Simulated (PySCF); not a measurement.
**ZrCl3: relaxation and vibrations of the doublet**

Aim: relax ZrCl3 as a doublet from a trigonal planar start, check by its vibrations whether the end is a minimum, and collect its spectrum and constants.

Program: PySCF 2.14.0. Level of theory: PBE0, basis Zr def2-TZVP with ECP28, Cl def2-TZVP, scalar-relativistic core potentials, no spin–orbit coupling, density fitting. These are calculated values, not measurements.

## (1) Where the work starts

4 atoms, charge 0, spin multiplicity 2.

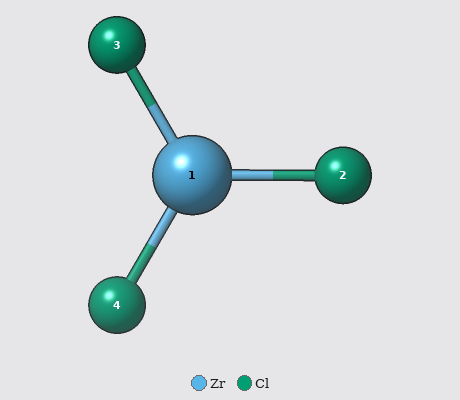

As it starts; zirconium blue, chlorine teal; atoms are numbered from 1 in the order of the file.

```xyz
4
charge 0 multiplicity 2
Zr    0.0000    0.0000    0.0000
Cl    2.5300    0.0000    0.0000
Cl   -1.2650    2.1910    0.0000
Cl   -1.2650   -2.1910    0.0000
```

## (2) First SCF at the start

One driver script runs all steps and calls PySCF; scf.py shows how it sets up the SCF of each step. The optimiser is the driver's own. After this first run the driver tries any further starts and a stability analysis.

The input, scf.py:

```python
from pyscf import gto, scf, dft
mol = gto.M(atom='''
Zr     0.000000     0.000000     0.000000
Cl     2.530000     0.000000     0.000000
Cl    -1.265000     2.191000     0.000000
Cl    -1.265000    -2.191000     0.000000''',
    basis={'Zr': 'def2-TZVP', 'Cl': 'def2-TZVP'},
    ecp={'Zr': 'def2-TZVP'},
    charge=0, spin=1)
mf = dft.UKS(mol, xc='PBE0')
mf.grids.atom_grid = (50, 194)
aux = {'Zr': 'def2-universal-JKFIT', 'Cl': 'def2-universal-JKFIT'}
mf = mf.density_fit(auxbasis=aux)
mf.conv_tol = 1e-08
mf.diis_space = 10
mf.max_cycle = 60
mf.init_guess = 'minao'
mf.verbose = 4
mf.kernel()
```

Command:

```
> OMP_NUM_THREADS=4 python axn.py task.json out
```

The log of the run:

```text
init E= -1421.87432174709
[... the frontier-level lines of each cycle are left out ...]
cycle= 1 E= -1426.93286755077  delta_E= -5.06  |g|= 0.943  |ddm|= 3.09
cycle= 2 E= -1426.40942042479  delta_E= 0.523  |g|= 1.15  |ddm|=  2.9
cycle= 3 E= -1427.39774195095  delta_E= -0.988  |g|= 0.183  |ddm|= 2.56
cycle= 4 E= -1427.41460697004  delta_E= -0.0169  |g|= 0.0578  |ddm|= 0.205
cycle= 5 E= -1427.41593856159  delta_E= -0.00133  |g|= 0.00889  |ddm|= 0.0673
cycle= 6 E= -1427.4159972824  delta_E= -5.87e-05  |g|= 0.00283  |ddm|= 0.0135
cycle= 7 E= -1427.41600545003  delta_E= -8.17e-06  |g|= 0.000957  |ddm|= 0.00663
cycle= 8 E= -1427.41600642735  delta_E= -9.77e-07  |g|= 0.000224  |ddm|= 0.00202
cycle= 9 E= -1427.41600651516  delta_E= -8.78e-08  |g|= 7.11e-05  |ddm|= 0.0008
cycle= 10 E= -1427.41600652233  delta_E= -7.17e-09  |g|= 2.31e-05  |ddm|= 0.000203
Extra cycle  E= -1427.41600652196  delta_E= 3.69e-10  |g|= 3.59e-05  |ddm|= 6.46e-05
converged SCF energy = -1427.41600652196  <S^2> = 0.7537312  2S+1 = 2.0037277
```

This step, with its further starts and checks, needed 24 s of wall time on 4 threads of Arm Neoverse V2, shared host.

The starts that the driver tried:

```
                      start   energy (Eh)
    the minimal-basis guess  -1427.416007
a thermally smeared density  -1427.416007
      a smeared PBE density  -1427.416007
```

The test of internal stability and the other starts found no lower solution of this spin.

## (3) Trigonal planar start, doublet: relaxation

The program finds D3h symmetry in the start, which this walk keeps.

Changes to scf.py since step 2:

```diff
@@ -4,3 +4,3 @@
-Cl     2.530000     0.000000     0.000000
-Cl    -1.265000     2.191000     0.000000
-Cl    -1.265000    -2.191000     0.000000''',
+Cl     2.529974    -0.000000     0.000000
+Cl    -1.264987     2.191022     0.000000
+Cl    -1.264987    -2.191022     0.000000''',
@@ -17 +16,0 @@
-mf.init_guess = 'minao'
```

Steps of the walk:

```
step   energy (Eh)  change (kJ/mol)  largest symmetric gradient (Eh/bohr)
   0  -1427.416007             0.00                               0.04544
   1  -1427.438859           -60.00                               0.02525
   2  -1427.445034           -76.21                               0.00968
   3  -1427.445752           -78.10                               0.00162
   4  -1427.445775           -78.16                               0.00009
   5  -1427.445775           -78.16                               0.00000
```

The walk took 21 s.

Geometry (Å) and forces (eV/Å) at some steps:

```
step 0
Zr   0.000   0.000   0.000  -0.010   0.000   0.000
Cl   2.530   0.000   0.000  -2.339   0.000   0.000
Cl  -1.265   2.191   0.000   1.175  -2.019   0.000
Cl  -1.265  -2.191   0.000   1.175   2.019   0.000
step 1
Zr   0.000   0.000   0.000  -0.018   0.000   0.000
Cl   2.419   0.000   0.000  -1.298   0.000   0.000
Cl  -1.209   2.095   0.000   0.658  -1.119   0.000
Cl  -1.209  -2.095   0.000   0.658   1.119   0.000
step 3
Zr   0.000   0.000   0.000  -0.017   0.000   0.000
Cl   2.333   0.000   0.000  -0.085   0.000   0.000
Cl  -1.166   2.020   0.000   0.051  -0.066   0.000
Cl  -1.166  -2.020   0.000   0.051   0.066   0.000
step 5
Zr   0.000   0.000   0.000  -0.017   0.000   0.000
Cl   2.328   0.000   0.000  -0.001   0.000   0.000
Cl  -1.164   2.016   0.000   0.009   0.006   0.000
Cl  -1.164  -2.016   0.000   0.009  -0.006   0.000
```

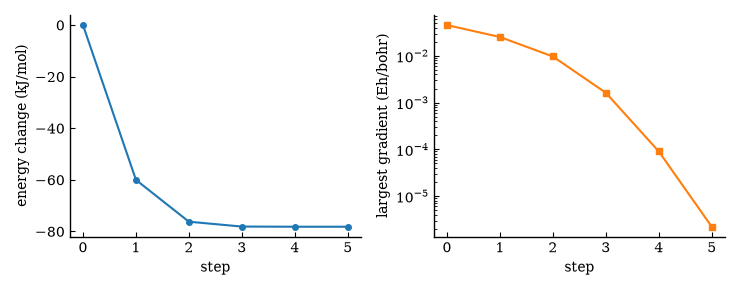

Energy and largest gradient along the walk.

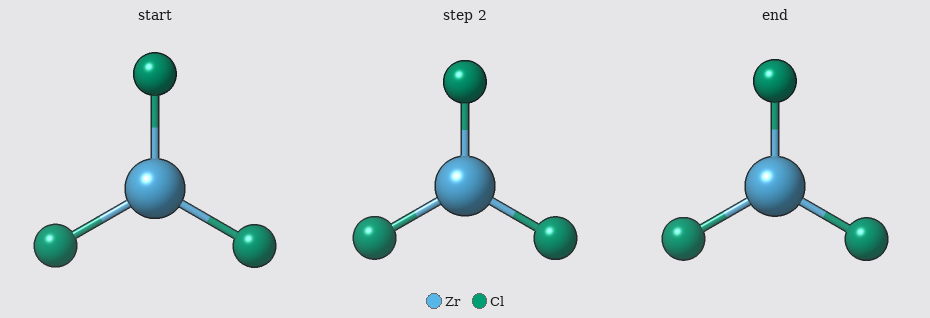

The geometry along the walk, at one scale.

After 5 steps and 78.2 kJ/mol it ends at D3h: Zr–Cl 2.328 Å (×3); Cl–Zr–Cl 120.0° (×3).

## (4) Is it a minimum? Harmonic modes

On the finer grid the gradient is checked again; gradients at displacements of ±0.02 bohr then give force constants and infrared intensities.

Changes to scf.py since step 3:

```diff
@@ -3,4 +3,4 @@
-Zr     0.000000     0.000000     0.000000
-Cl     2.529974    -0.000000     0.000000
-Cl    -1.264987     2.191022     0.000000
-Cl    -1.264987    -2.191022     0.000000''',
+Zr     0.000000    -0.000000     0.000000
+Cl     2.327611    -0.000000     0.000000
+Cl    -1.163805     2.015770     0.000000
+Cl    -1.163805    -2.015770     0.000000''',
@@ -11 +11 @@
-mf.grids.atom_grid = (50, 194)
+mf.grids.atom_grid = (75, 302)
@@ -14 +14 @@
-mf.conv_tol = 1e-08
+mf.conv_tol = 1e-10
```

The driver hands on the density of the step before, so the log starts near convergence.

SCF at the final geometry:

```text
init E= -1427.44599301132
[... the frontier-level lines of each cycle are left out ...]
cycle= 1 E= -1427.44599301132  delta_E= 2.5e-12  |g|= 3.44e-06  |ddm|= 5.82e-06
Extra cycle  E= -1427.44599301131  delta_E= 1e-11  |g|= 5.53e-06  |ddm|= 7.49e-06
converged SCF energy = -1427.44599301131  <S^2> = 0.75303523  2S+1 = 2.0030329
```

The whole step took 51 s.

Geometry: D3h; Zr–Cl 2.328 Å (×3); Cl–Zr–Cl 120.0° (×3).

Modes, for the most abundant isotopes:

```csv
symmetry,ω (cm⁻¹),IR (km/mol),type
a2'',56,7.7,bend
e',90,2.9,bend
a1',365,0.0,stretch
e',430,252,stretch
```

No imaginary mode, so this is a minimum.

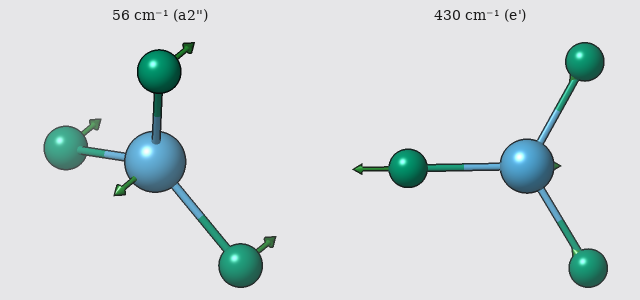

How the atoms move in 2 of the modes.

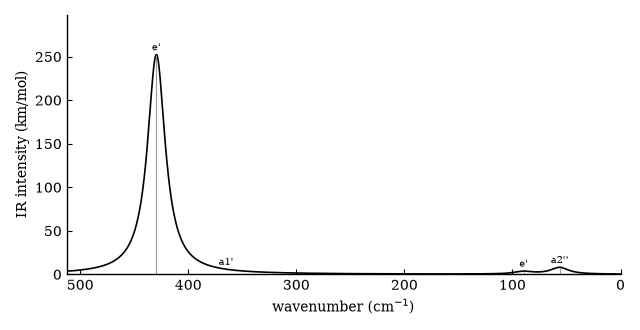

The harmonic infrared spectrum (widths in cm⁻¹). Lines are broadened to a width of 20 cm⁻¹ (Lorentzian).

Properties at this point:

```
Dipole moment                                                   : 0.00 D
Highest occupied level                                          : -6.29 eV
Lowest empty level                                              : -2.67 eV
Rotational constants                                            : 0.05932, 0.05932, 0.02966 cm⁻¹
Zero-point energy                                               : 8.7 kJ/mol
Principal polarisabilities                                      : 68.8, 84.8, 84.8 bohr³
Atomisation energy without zero-point energy                    : 1501 kJ/mol
Principal traceless quadrupole moments about the centre of mass : -3.15, -3.15, 6.30 D Å
Entropy at 298.15 K and 1 bar (electronic part: spin only)      : 349.0 J/(mol K)
Heat capacity Cp at 298.15 K                                    : 76.1 J/(mol K)
Enthalpy at 298.15 K above 0 K                                  : 18.42 kJ/mol
Rotational symmetry number                                      : 6
Spin squared ⟨S²⟩                                               : 0.753
```

Populations by atom (charges in e):

```csv
atom,Mulliken,Löwdin,polar tensor,spin (Mulliken),Mayer order to Zr1
Zr1,1.12,-0.27,1.73,1.07,–
"Cl2,3,4",-0.37,0.09,-0.58,-0.02,1.09
```

Outer orbital energies (eV). α occupied: -10.95, -10.13, -10.13, -9.94, -9.94, -9.87, -9.61, -6.29; empty: -2.67, -2.67, -1.67, -1.67. β occupied: -10.92, -10.92, -10.12, -10.12, -9.95, -9.95, -9.88, -9.63; empty: -2.55, -2.25, -2.25, -1.47.

Mulliken populations on Zr1 (outside its core potential): s 2.45, p 6.25, d 2.12, f 0.06.

## (5) Outcome

| quantity | value |
| --- | --- |
| minimum | doublet, D3h |
| geometry | Zr–Cl 2.328 Å (×3); Cl–Zr–Cl 120.0° (×3) |
| wavenumbers (cm⁻¹) | 56 (a2''), 90 (e'), 365 (a1'), 430 (e') |
| dipole moment | 0.00 D |
| highest occupied, lowest empty level (either spin) | -6.29, -2.67 eV |
| polar-tensor charge of Zr1 | +1.73 e |
| zero-point energy | 8.7 kJ/mol |
| entropy at 298.15 K | 349.0 J/(mol K) |
| atomisation energy (no zero-point energy) | 1501 kJ/mol |
| ⟨S²⟩ | 0.753 |

**Reading.** The trigonal planar start keeps its D3h symmetry and ends in a minimum. The strongest infrared band lies at 430 cm⁻¹ (e', stretch). Zr1 has a polar-tensor charge of +1.7 e (a dipole derivative, not a static charge), yet symmetry cancels the bond dipoles. Most of the spin sits on Zr1 (Mulliken spin 1.07, against 1 for the whole molecule). Other starts or spin states, not run here, may lie lower. Open d and f shells are described by one determinant, and the ground state may have another occupation or spin.

The search up to here took 95 s.
